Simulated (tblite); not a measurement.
## Run report: C6H13FNPSi, geometry relaxation (part 4 of 4)

Continued. System: C6H13FNPSi, SMILES C=C[P@]1(=N)CC[Si@@H](F)CC1. Method: GFN2-xTB geometry optimisation, gas phase (tblite 0.8.0). 

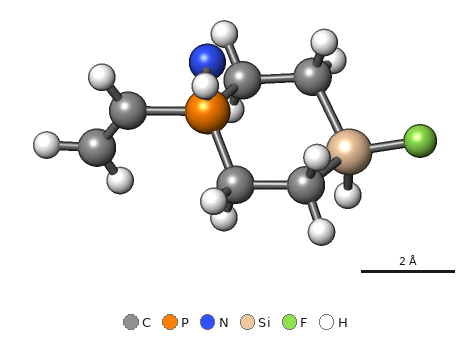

*The input geometry (ball-and-stick view, seen at a tilt).*

The input
```
{"job": {"kind": "relax", "xc": "GFN2-xTB", "basis": "xTB"}, "charge": 0, "multiplicity": 1}
C     -3.012500     0.141100    -1.002500
C     -2.406500    -0.567900    -0.064400
P     -0.711100    -0.450700     0.270000
N     -0.748100    -1.741300     1.340700
C     -0.315300     1.081700     1.058100
C      1.160800     1.172400     1.441600
Si     2.328600     0.812300     0.012300
F      3.833800     0.629600     0.565300
C      1.774400    -0.759800    -0.857100
C      0.262000    -0.768700    -1.159500
H     -4.088500     0.033400    -1.168700
H     -2.469300     0.839200    -1.613400
H     -3.021100    -1.250900     0.542500
H     -0.562400    -2.625500     0.844100
H     -0.561400     1.915000     0.369400
H     -0.933500     1.228900     1.957400
H      1.379900     2.168400     1.859300
H      1.364000     0.437300     2.236600
H      2.329100     1.954000    -0.936500
H      2.010000    -1.606300    -0.203600
H      2.332700    -0.881700    -1.781800
H      0.045900    -0.006000    -1.923600
H      0.003800    -1.727700    -1.589300
```

The first line tells a small driver script what to run in tblite; the rest is the geometry in Å.

Launched with:
```bash
OMP_NUM_THREADS=1 python <driver script> task.json out
```

Key numbers

```tsv
quantity	value
outcome	converged
total energy	−854.4637 eV
hardware	1 CPU thread, shared host
wall time	1.2 s
peak memory	0.18 GiB
```
